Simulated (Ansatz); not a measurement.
HgS: pressure series

Base system: HgS in the zinc blende structure (space group F-43m, No. 216; a = 5.876 Å).

Cell and atoms are relaxed at each pressure.

Level of theory: Ansatz (a first-principles code) PBEsol, no spin-orbit coupling.

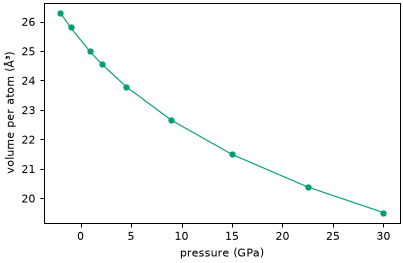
Figure: Volume against pressure

Question: Estimate the zero-pressure bulk modulus from the plot.

Answer: About 61 GPa; a third-order Birch–Murnaghan fit to the points gives V₀ = 25.36 Å³/atom, B₀ = 61 GPa and B₀′ = 4.8.

A case with no gap was solved on a k-mesh chosen for an insulator, which is coarse for it. Load acts through the strain it causes; cell and atoms are relaxed under it. No phonon test of stability was made. Tetrahedral semiconductors of this kind turn to denser phases somewhere between about 1 and 50 GPa; those were not computed, so compressed cells here can lie past the real transition. The final runs are not spin-polarised.
